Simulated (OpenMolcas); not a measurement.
**Geometry relaxation, with input and output: GeH$_{2}$ (part 4 of 4)**

GeH$_{2}$, SMILES [GeH2]; PBE0/def2-SVP, RKS (OpenMolcas 26.06). The geometry comes from this level: PBE0-D4/def2-TZVP.

Geometry of the input (Å):
```
Ge -0.5701  0.4051  -0.2637
H  0.7830  0.7436  0.5090
H  -0.2129  -1.1487  -0.2453
```

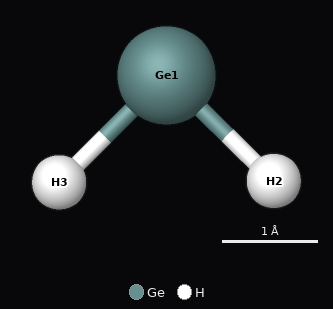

Fig. 1: The geometry at step 1 of the log (ball-and-stick view, seen on its broad side; atoms are numbered from 1 in the order of the input).

**The program's output, continued**
```
 Frequencies:
 ============
                         1         2         3         4         5         6

            Freq.      i0.00     i0.00     i0.00     i0.00      0.00      0.00

                         7         8         9

            Freq.     956.79   1952.68   3337.36

 Masses:
 =======
  73   1   1

 Frequencies:
 ============
                         1         2         3         4         5         6

            Freq.      i0.00      0.00      0.00      0.00      0.00      0.00

                         7         8         9

            Freq.     956.50   1952.16   3336.37

 Masses:
 =======
  76   1   1

 Frequencies:
 ============
                         1         2         3         4         5         6

            Freq.      i0.00     i0.00     i0.00     i0.00      0.00      0.00

                         7         8         9

            Freq.     956.23   1951.67   3335.46

 Masses:
 =======
  74   2   1

 Frequencies:
 ============
                         1         2         3         4         5         6

            Freq.      i0.00     i0.00     i0.00     i0.00      0.00      0.00

                         7         8         9

            Freq.     830.35   1555.01   2981.60

 Masses:
 =======
  74   3   1

 Frequencies:
 ============
                         1         2         3         4         5         6

            Freq.      i0.00     i0.00     i0.00      0.00      0.00      0.00

                         7         8         9

            Freq.     783.92   1318.83   2891.44

 Masses:
 =======
  74   1   2

 Frequencies:
 ============
                         1         2         3         4         5         6

            Freq.      i0.00     i0.00     i0.00      0.00      0.00      0.00

                         7         8         9

            Freq.     830.26   1567.56   2957.91

 Masses:
 =======
  74   1   3

 Frequencies:
 ============
                         1         2         3         4         5         6

            Freq.      i0.00     i0.00      0.00      0.00      0.00      0.00

                         7         8         9

            Freq.     783.78   1332.74   2861.51

  Full substitutions:
  -----------------------

 Masses:
 =======
  74   2   2

 Frequencies:
 ============
                         1         2         3         4         5         6

            Freq.      i0.00     i0.00     i0.00      0.00      0.00      0.00

                         7         8         9

            Freq.     681.23   1389.34   2375.86

 Masses:
 =======
  74   3   3

 Frequencies:
 ============
                         1         2         3         4         5         6

            Freq.      i0.00     i0.00     i0.00      0.00      0.00      0.00

                         7         8         9

            Freq.     560.37   1142.32   1954.45

 Masses:
 =======
  72   1   1

 Frequencies:
 ============
                         1         2         3         4         5         6

            Freq.      i0.00     i0.00      0.00      0.00      0.00      0.00

                         7         8         9

            Freq.     956.59   1952.33   3336.69

 Masses:
 =======
  70   1   1

 Frequencies:
 ============
                         1         2         3         4         5         6

            Freq.      i0.00     i0.00     i0.00     i0.00      0.00      0.00

                         7         8         9

            Freq.     956.79   1952.68   3337.36

 Masses:
 =======
  73   1   1

 Frequencies:
 ============
                         1         2         3         4         5         6

            Freq.      i0.00      0.00      0.00      0.00      0.00      0.00

                         7         8         9

            Freq.     956.50   1952.16   3336.37

 Masses:
 =======
  76   1   1

 Frequencies:
 ============
                         1         2         3         4         5         6

            Freq.      i0.00     i0.00     i0.00     i0.00      0.00      0.00

                         7         8         9

            Freq.     956.23   1951.67   3335.46

--

++ Principal components of the normal modes
   ----------------------------------------

   (Only contributions larger than 0.50 times the maximum are printed)

      Mode      1
        Frequency:          956.40 cm-1
      ---------------------------------
        Angle H2 GE1 H3         -1.0000
      ---------------------------------

      Mode      2
        Frequency:         1951.99 cm-1
      ---------------------------------
        Bond H2 GE1              1.0000
        Bond H3 GE1              0.9719
      ---------------------------------

      Mode      3
        Frequency:         3336.06 cm-1
      ---------------------------------
        Bond H3 GE1             -1.0000
        Bond H2 GE1              0.9723
      ---------------------------------
--

--- Stop Module: slapaf /rc=_RC_ALL_IS_WELL_ ---

>>> END DO

>>> EXPORT MOLCAS_TRAP = UNKNOWN_VARIABLE

>>> EXPORT MOLCAS_MAXITER = 50

.##################.
.# Happy landing! #.
.##################.

    Timing: Wall=12.62 User=9.66 System=2.89
```

**Trajectory as extended XYZ (Å, eV, eV/Å), 2 frames, from step=0 to step=1**
```
3
Properties=species:S:1:pos:R:3:forces:R:3 step=0 energy=-56534.74288
Ge   -0.5701    0.4051   -0.2637   -0.0172   0.0179  -0.0073
H     0.7830    0.7436    0.5090    0.0155   0.0092   0.0095
H    -0.2129   -1.1487   -0.2453    0.0016  -0.0271  -0.0022
3
Properties=species:S:1:pos:R:3:forces:R:3 step=1 energy=-56534.74291
Ge   -0.5698    0.4050   -0.2635   -0.0160   0.0038  -0.0083
H     0.7835    0.7450    0.5094    0.0142   0.0033   0.0081
H    -0.2137   -1.1500   -0.2459    0.0018  -0.0072   0.0002
```

**Summary**

- outcome: converged
- total energy: −2077.613482 hartree
- basis functions: 42
- HOMO: −6.88 eV
- LUMO: −3.02 eV
- dipole moment: 0.01 debye
- zero-point energy: 0.014226 hartree
- wavenumbers, lowest and highest: 956 and 3336 cm⁻¹
- hardware: 1 thread of Intel Xeon (Granite Rapids), 64 GiB of memory available, shared host
- wall time: 13 s
- peak memory: 0.38 GiB
